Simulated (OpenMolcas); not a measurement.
**Excited-state calculation of C$_{2}$H$_{7}$NSi (part 1 of 2)**

C$_{2}$H$_{7}$NSi, SMILES C=N[SiH2]C, computed with CASSCF/ANO-XS-VDZ, DKH2 (OpenMolcas 26.06).

The geometry comes from this level: PBE0-D4/def2-TZVP.

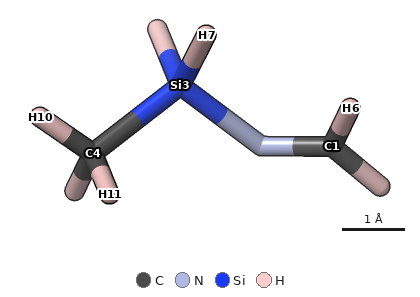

Fig. 1: The structure (stick view, seen on its broad side; atoms are numbered from 1 in the order of the input). Bond lengths as drawn: C–H 1.09 to 1.10 Å, C–N 1.26 Å, C–Si 1.86 Å, H–Si 1.49 to 1.50 Å and N–Si 1.75 Å.

## Summary

| quantity | value |
| --- | --- |
| outcome | converged |
| total energy | −423.776915 hartree |
| CASSCF energy | −423.776915 hartree |
| basis functions | 54 |
| hardware | 1 thread of AMD EPYC (Zen 3), 128 GiB of memory available, shared host |
| wall time | 11 s |
| peak memory | 0.39 GiB |

Further notes kept with the run: an active orbital turned away from the chosen space.

## Input
```
* C2H7NSi CASSCF

&gateway
 basisset
 C.ANO-XS-VDZ....
 C1 -0.763200 2.027200 0.389900 angstrom
 C4 1.068600 -1.271000 -0.713200 angstrom
 End of Basis
 basisset
 N.ANO-XS-VDZ....
 N2 -0.749500 1.001600 -0.336400 angstrom
 End of Basis
 basisset
 Si.ANO-XS-VDZ....
 Si3 -0.379200 -0.602800 0.247400 angstrom
 End of Basis
 basisset
 H.ANO-XS-VDZ....
 H5 -0.997700 3.009000 -0.039500 angstrom
 H6 -0.550300 2.023600 1.471900 angstrom
 H7 -0.075100 -0.581600 1.713400 angstrom
 H8 -1.590400 -1.434700 0.023400 angstrom
 H9 0.849500 -1.270200 -1.783000 angstrom
 H10 1.292800 -2.296000 -0.407900 angstrom
 H11 1.959900 -0.662200 -0.545500 angstrom
 End of Basis
 finite

&seward
 relativistic=R02E00

&rasscf
 fileorb=$CurrDir/step1.ScfOrb
 spin=1
 nactel=8 0 0
 inactive=16
 ras2=7
 ciroot=3 3 1
 orblisting=Nothing
```

Launched with:
```bash
export MOLCAS_MEM=1860
pymolcas step2.input > step2.log
```

## Output
```
--- Start Module: gateway ---

                                              &GATEWAY

                       available to each process: 1.9 GB of memory, 1 thread

++    Symmetry information:
      ---------------------

                    Character Table for C1

                             E
                    a        1  x, y, xy, Rz, z, xz, Ry, yz, Rx, I
--

++    Basis set information:
      ----------------------

      Basis set label: C.ANO-XS...3S2P.

      Electronic valence basis set:
      ------------------
      Associated Effective Charge   6.000000 au
      Associated Actual Charge      6.000000 au
      Nuclear Model: Finite nucleus - Gaussian distribution
        Gaussian exponent, Xi/bohr**(-2):  6.80775E+08

      Shell  nPrim  nBasis  Cartesian Spherical Contaminant
         s       8       3        X
         p       4       2        X

      Basis set label: N.ANO-XS...3S2P.

      Electronic valence basis set:
      ------------------
      Associated Effective Charge   7.000000 au
      Associated Actual Charge      7.000000 au
      Nuclear Model: Finite nucleus - Gaussian distribution
        Gaussian exponent, Xi/bohr**(-2):  6.28656E+08

      Shell  nPrim  nBasis  Cartesian Spherical Contaminant
         s       8       3        X
         p       4       2        X

      Basis set label: SI.ANO-XS...4S3P.

      Electronic valence basis set:
      ------------------
      Associated Effective Charge  14.000000 au
      Associated Actual Charge     14.000000 au
      Nuclear Model: Finite nucleus - Gaussian distribution
        Gaussian exponent, Xi/bohr**(-2):  4.34677E+08

      Shell  nPrim  nBasis  Cartesian Spherical Contaminant
         s      11       4        X
         p       7       3        X

      Basis set label: H.ANO-XS...2S.

      Electronic valence basis set:
      ------------------
      Associated Effective Charge   1.000000 au
      Associated Actual Charge      1.000000 au
      Nuclear Model: Finite nucleus - Gaussian distribution
        Gaussian exponent, Xi/bohr**(-2):  2.12482E+09

      Shell  nPrim  nBasis  Cartesian Spherical Contaminant
         s       4       2        X
--

++    Molecular structure info:
      -------------------------

                    ************************************************
                    **** Cartesian Coordinates / bohr, angstrom ****
                    ************************************************

     Center  Label                x              y              z                     x              y              z
        1      C1              -1.442239       3.830853       0.736804             -0.763200       2.027200       0.389900
        2      C4               2.019361      -2.401842      -1.347753              1.068600      -1.271000      -0.713200
        3      N2              -1.416350       1.892750      -0.635704             -0.749500       1.001600      -0.336400
        4      SI3             -0.716584      -1.139127       0.467518             -0.379200      -0.602800       0.247400
        5      H5              -1.885380       5.686186      -0.074644             -0.997700       3.009000      -0.039500
        6      H6              -1.039916       3.824050       2.781488             -0.550300       2.023600       1.471900
        7      H7              -0.141918      -1.099065       3.237857             -0.075100      -0.581600       1.713400
        8      H8              -3.005420      -2.711190       0.044220             -1.590400      -1.434700       0.023400
        9      H9               1.605322      -2.400330      -3.369382              0.849500      -1.270200      -1.783000
       10      H10              2.443038      -4.338811      -0.770819              1.292800      -2.296000      -0.407900
       11      H11              3.703674      -1.251377      -1.030846              1.959900      -0.662200      -0.545500

                    ***************************************
                    *    InterNuclear Distances / bohr    *
                    ***************************************

               1 C1            2 C4            3 N2            4 SI3           5 H5            6 H6
    1 C1       0.000000
    2 C4       7.427956        0.000000
    3 N2       2.375014        5.545687        0.000000
    4 SI3      5.029889        3.517820        3.301370        0.000000
    5 H5       2.072941        9.071053        3.863280        6.945856        0.000000
    6 H6       2.083900        8.072889        3.943199        5.485629        3.512812        0.000000
    7 H7       5.678925        5.234135        5.057628        2.829597        7.749319        5.025110
    8 H8       6.761770        5.223190        4.917693        2.808796        8.472576        7.352904
    9 H9       8.060771        2.063593        5.918955        4.658721        9.403831        9.141848
   10 H10      9.171244        2.064995        7.331131        4.664190       10.941683        9.559401
   11 H11      7.445406        2.064197        6.021322        4.668659        8.960001        7.924361

               7 H7            8 H8            9 H9           10 H10          11 H11
    7 H7       0.000000
    8 H8       4.582348        0.000000
    9 H9       6.957136        5.745281        0.000000
   10 H10      5.766059        5.744488        3.348433        0.000000
   11 H11      5.747487        6.949732        3.345434        3.345007        0.000000

                    *******************************************
                    *    InterNuclear Distances / angstrom    *
                    *******************************************

               1 C1            2 C4            3 N2            4 SI3           5 H5            6 H6
    1 C1       0.000000
    2 C4       3.930705        0.000000
    3 N2       1.256803        2.934651        0.000000
    4 SI3      2.661703        1.861550        1.747010        0.000000
    5 H5       1.096953        4.800195        2.044360        3.675589        0.000000
    6 H6       1.102753        4.271989        2.086651        2.902870        1.858900        0.000000
    7 H7       3.005157        2.769785        2.676381        1.497358        4.100763        2.659174
    8 H8       3.578175        2.763993        2.602331        1.486351        4.483494        3.890989
    9 H9       4.265576        1.092006        3.132176        2.465289        4.976293        4.837658
   10 H10      4.853213        1.092748        3.879467        2.468183        5.790089        5.058617
   11 H11      3.939939        1.092326        3.186346        2.470548        4.741428        4.193391

               7 H7            8 H8            9 H9           10 H10          11 H11
    7 H7       0.000000
    8 H8       2.424874        0.000000
    9 H9       3.681558        3.040272        0.000000
   10 H10      3.051267        3.039852        1.771914        0.000000
   11 H11      3.041439        3.677640        1.770327        1.770101        0.000000

                    **************************************
                    *    Valence Bond Angles / degree    *
                    **************************************
                          Atom centers                 Phi
                      3 N2       1 C1       5 H5       120.43
                      3 N2       1 C1       6 H6       124.21
                      5 H5       1 C1       6 H6       115.36
                      9 H9       2 C4      10 H10      108.39
                      9 H9       2 C4      11 H11      108.28
                     10 H10      2 C4      11 H11      108.21
                      7 H7       4 SI3      8 H8       108.72
--

            Nuclear Potential Energy            159.52287200 au

--- Stop Module: gateway /rc=_RC_ALL_IS_WELL_ ---

--- Start Module: seward ---

                                              &SEWARD

                       available to each process: 1.9 GB of memory, 1 thread

               SEWARD will generate:
                  Multipole Moment integrals up to order  2
                  Kinetic Energy integrals
                  Nuclear Attraction integrals (finite nuclei - Gaussian type)
                  One-Electron Hamiltonian integrals
                  Velocity integrals
                  Relativistic Douglas-Kroll-Hess integrals:
                    - Parametrization         : EXP
                    - DKH order of Hamiltonian: 2
                    - DKH order of Properties : 0
                         - multipole moment operators
                         - electric potential operators
                         - contact operators
                  Orbital angular momentum around ( -0.4281   0.1297  -0.0319 )
                  Velocity quadrupole around ( -0.4281   0.1297  -0.0319 )
                  Two-Electron Repulsion integrals

                   Integrals are discarded if absolute value <: 1.00E-14
                   Integral cutoff threshold is set to       <: 1.00E-16

            Nuclear Potential Energy            159.52287200 au

      Basis set specifications :
      Symmetry species         a
      Basis functions           54

--- Stop Module: seward /rc=_RC_ALL_IS_WELL_ ---
--- Module seward spent 1 second ---

--- Start Module: rasscf ---

                                              &RASSCF

                       available to each process: 1.9 GB of memory, 1 thread

      Header of the ONEINT file:
      --------------------------

      OrdInt status: non-squared

      Cartesian coordinates in angstrom:
      -----------------------------------------------------
      No.  Label        X            Y            Z
      -----------------------------------------------------
       1   C1        -0.76320000   2.02720000   0.38990000
       2   C4         1.06860000  -1.27100000  -0.71320000
       3   N2        -0.74950000   1.00160000  -0.33640000
       4   SI3       -0.37920000  -0.60280000   0.24740000
       5   H5        -0.99770000   3.00900000  -0.03950000
       6   H6        -0.55030000   2.02360000   1.47190000
       7   H7        -0.07510000  -0.58160000   1.71340000
       8   H8        -1.59040000  -1.43470000   0.02340000
       9   H9         0.84950000  -1.27020000  -1.78300000
      10   H10        1.29280000  -2.29600000  -0.40790000
      11   H11        1.95990000  -0.66220000  -0.54550000
      -----------------------------------------------------
      Nuclear repulsion energy =  159.52287200

++    Wave function specifications:
      -----------------------------

      Number of closed shell electrons          32
      Number of electrons in active shells       8
      Max number of holes in RAS1 space          0
      Max nr of electrons in RAS3 space          0
      Number of inactive orbitals               16
      Number of active orbitals                  7
      Number of secondary orbitals              31
      Spin quantum number                      0.0
      State symmetry                             1
--

++    Orbital specifications:
      -----------------------

      Symmetry species                           1
                                                 a
      Frozen orbitals                            0
      Inactive orbitals                         16
      Active orbitals                            7
      RAS1 orbitals                              0
      RAS2 orbitals                              7
      RAS3 orbitals                              0
      Secondary orbitals                        31
      Deleted orbitals                           0
      Number of basis functions                 54
--

++    CI expansion specifications:
      ----------------------------

      Number of CSFs                           490
      Number of spin combinations              630
      Number of determinants                  1225
      Number of root(s) required                 3
      Root chosen for geometry opt.              3
      CI roots used                              1     2     3
      weights                                0.333 0.333 0.333
      highest root included in the CI            3
      max. size of the explicit Hamiltonian    200
--

++    Optimization specifications:
      ----------------------------

      RASSCF algorithm: Conventional
      Maximum number of macro iterations       200
      Maximum number of SX iterations          100
      Threshold for RASSCF energy            1.000E-08
      Threshold for max MO rotation          1.000E-01
      Threshold for max BLB element          1.000E-04
      Level shift parameter                  5.000E-01
      Make Quasi-Newton update
--

      The MO-coefficients are taken from the file:
      step1.ScfOrb
      Title: SCF orbitals

      Total molecular charge    0.00

      ************************************************************************************************************************
      *                                            Wave function control section                                             *
      ************************************************************************************************************************

                                         RASSCF iterations: Energy and convergence statistics
                                         ----------------------------------------------------
```
